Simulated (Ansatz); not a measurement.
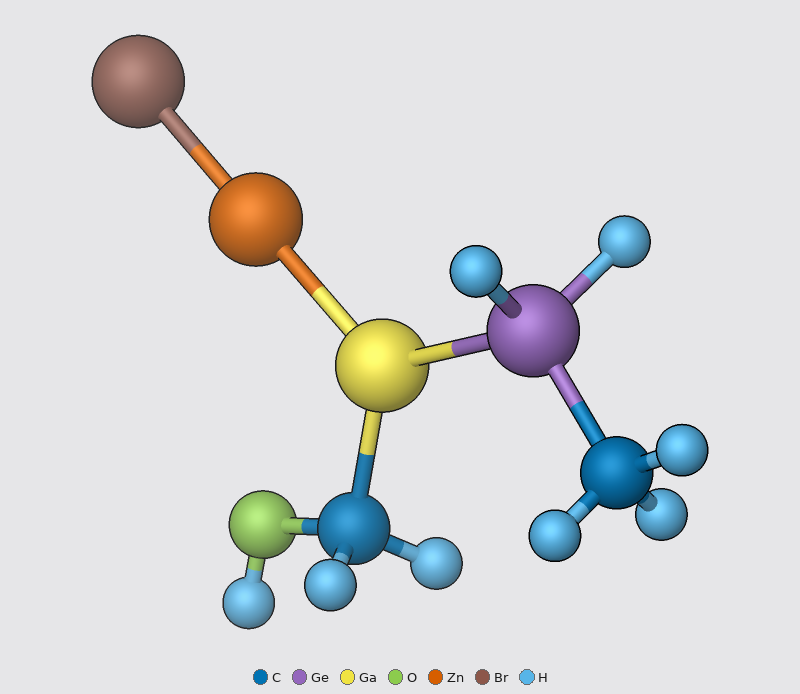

Ball-and-stick drawing of a structure. Every bond is drawn as one stick, whatever its order.

Computed geometry: PBE0-D4/def2-TZVP optimisation.

**Give the formula.**

C2H8BrGaGeOZn, 15 atoms: 2 carbon, 8 hydrogen, 1 bromine, 1 gallium, 1 germanium, 1 oxygen and 1 zinc.

**Which point group does it belong to?**

Cs.

The parts below concern this one geometry. Atoms keep their numbers from picture to picture.

## Geometry

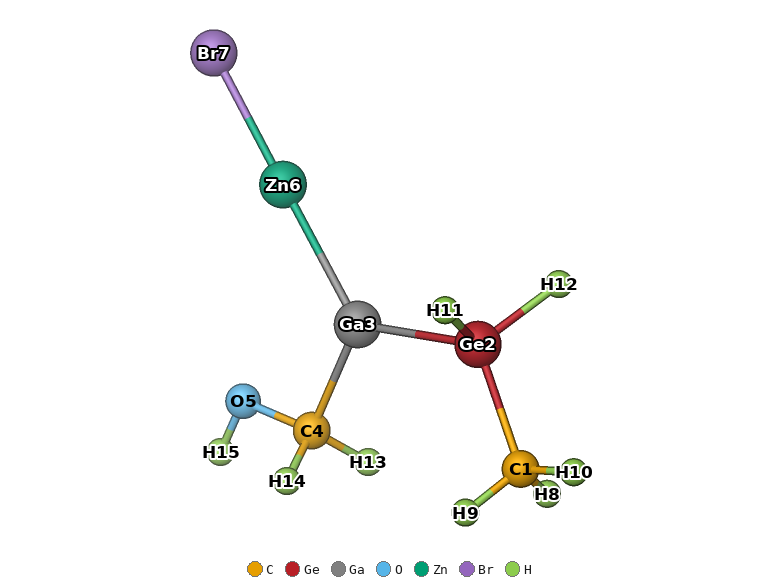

Atoms carry their numbers in the input.

List the bonds and their lengths.

```
   bond  length (Å)
 C1–Ge2       1.965
  C1–H8       1.091
  C1–H9       1.091
 C1–H10       1.091
Ge2–Ga3       2.456
Ge2–H11       1.547
Ge2–H12       1.547
 Ga3–C4       1.994
Ga3–Zn6       2.431
  C4–O5       1.419
 C4–H13       1.101
 C4–H14       1.101
 O5–H15       0.961
Zn6–Br7       2.277
```

## Electronic properties

Properties computed with RKS PBE0-D4/def2-QZVPP (Ansatz 0.2.0).

What does the calculation give?

- HOMO energy (Kohn–Sham orbital): −6.88 eV
- LUMO energy (Kohn–Sham orbital): −2.42 eV
- HOMO–LUMO gap: 4.46 eV
- dispersion correction: −31.9 kJ/mol

## Dipole moment

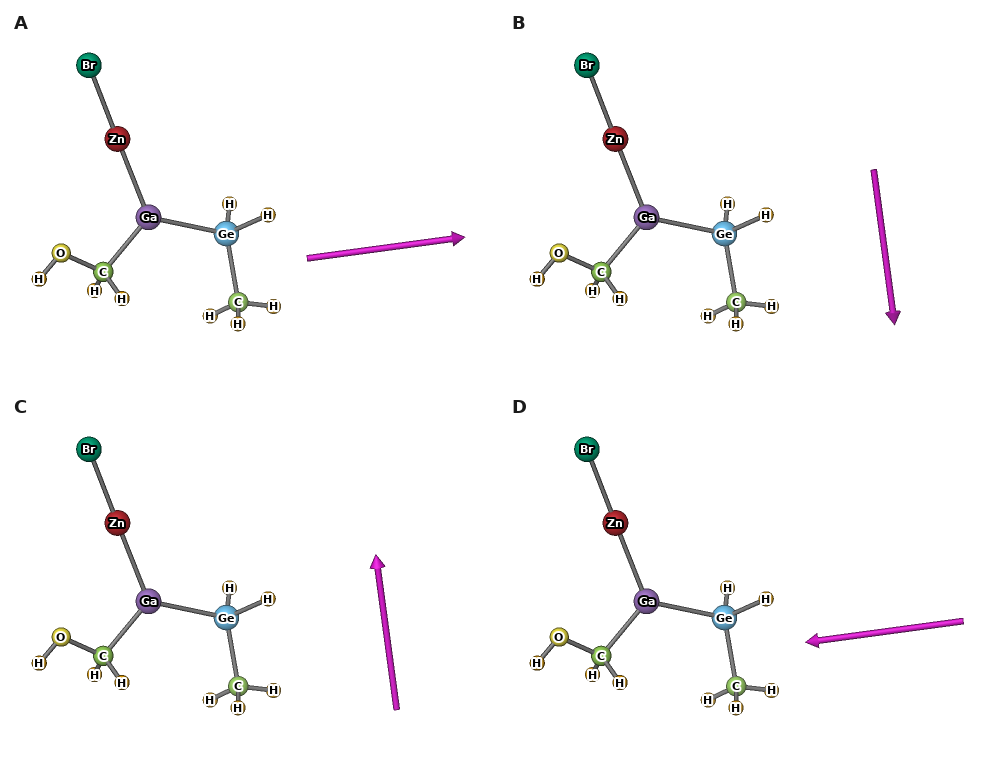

The same molecule four times, each with an arrow. Method: RKS PBE-D4/def2-TZVPP (Ansatz 0.2.0).

**Which arrow points along the dipole moment, from the negative to the positive end?**

B. The dipole moment is 5.10 D.

## Charges

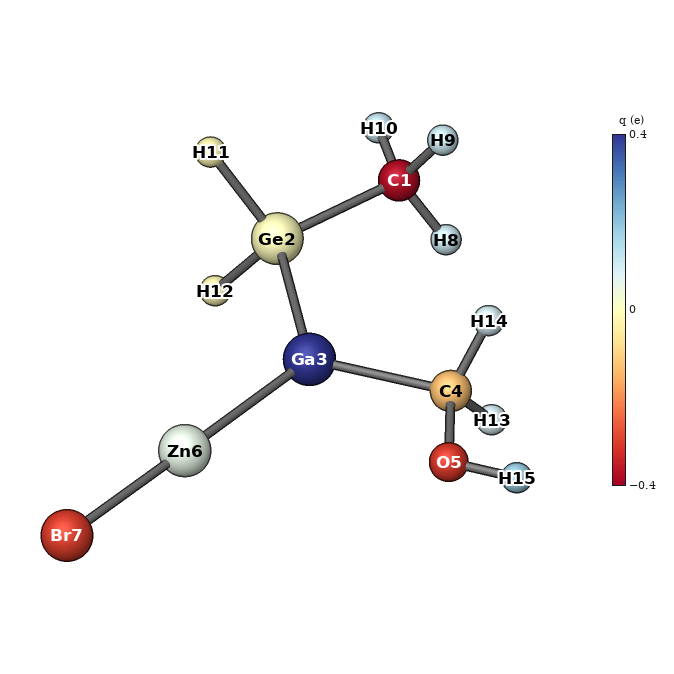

Atoms are coloured by their Mulliken charges. Level of theory: RKS PBE-D4/def2-TZVPP (Ansatz 0.2.0).

**Which atom carries the highest charge (most positive or least negative)?**

Ga3 (0.40 e).

**And the lowest?**

C1 (−0.37 e).

List the Mulliken charges.

```csv
atom,value (e)
C1,−0.37
Ge2,0.00
Ga3,0.40
C4,−0.13
O5,−0.31
Zn6,0.06
Br7,−0.30
H8,0.11
H9,0.11
H10,0.12
H11,−0.02
H12,−0.02
H13,0.09
H14,0.09
H15,0.18
```

Mulliken values depend strongly on the basis set and can even reverse the polarity of a bond.
